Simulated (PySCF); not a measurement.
| atom | x (Å) | y (Å) | z (Å) |
| --- | --- | --- | --- |
| F | -1.6139 | 1.0922 | -1.2086 |
| Si | -1.1132 | 0.0824 | -0.0974 |
| F | -1.8327 | -1.2809 | -0.4569 |
| F | -1.8354 | 0.5679 | 1.2247 |
| Si | 1.1222 | -0.0724 | 0.0730 |
| F | 1.8437 | 1.2906 | 0.4295 |
| F | 1.6220 | -1.0808 | 1.1859 |
| F | 1.8434 | -0.5615 | -1.2484 |

Geometry: GFN2-xTB.

These are results of PBE0/pcSseg-1, SCF density, in a chloroform solvent model, non-relativistic (PySCF), not measurements.

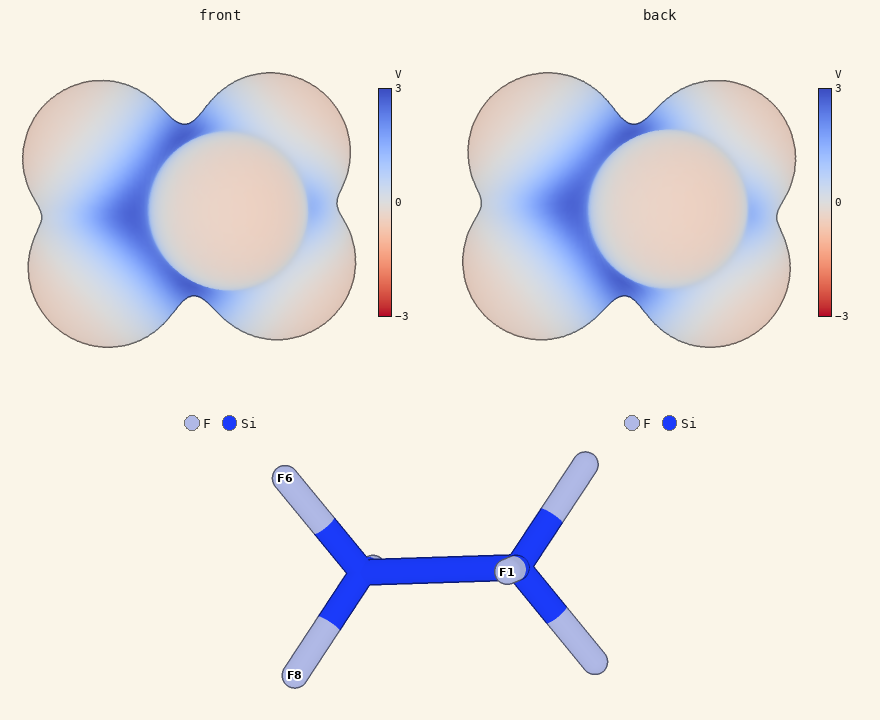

F6Si2 (SMILES F[Si](F)(F)[Si](F)(F)F). The molecular electrostatic potential painted on the density surface at 0.001 e/bohr³, seen from the front and from behind; red is negative and blue positive. The bare structure is drawn below in the same view.

Which sites attract a positive test charge, and which a negative one?

A positive charge is drawn to the negative regions and a negative charge to the positive ones. The most negative region (about −0.4 V) lies over the F atoms, the most positive (about +2.6 V) over Si2 and Si5.

What dipole moment does the calculation give?

Its dipole moment is zero.
